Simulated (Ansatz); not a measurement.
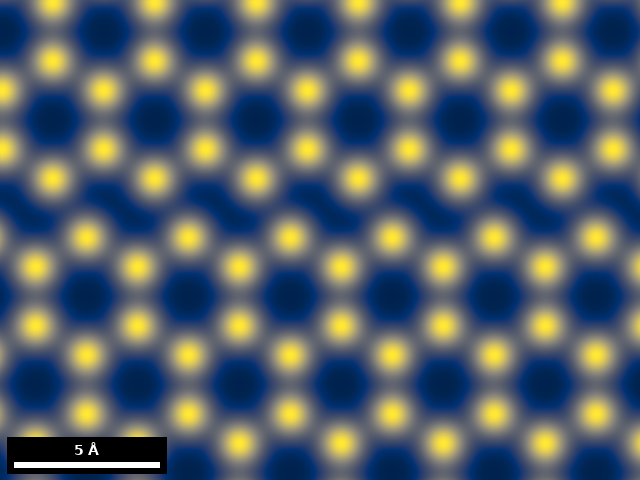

Z-contrast image of Lu (P6_3/mmc, No. 194) along [001]. Simulated incoherent Z contrast: every atom adds Z^1.6 spread by a probe of 1.30 Å full width; channelling and multiple scattering are left out. The probe carries 25 % of its weight in a tail 2.5 times as wide.

One planar defect was built into the perfect crystal by geometry alone, without relaxation. Host structure: coordinates from a relaxation at fixed volume with DFT r2SCAN, scalar-relativistic, plane waves, PAW in Ansatz 0.2.0.

### Find the planar defect and say what kind it is.

A planar fault (a stacking fault) runs horizontally about 7 Å below the top edge. The part above it is shifted along the boundary by 2/3 of the 3.50 Å repeat of the rows (2.3 Å to the right, the same as 1.2 Å to the left); both parts keep the same orientation.
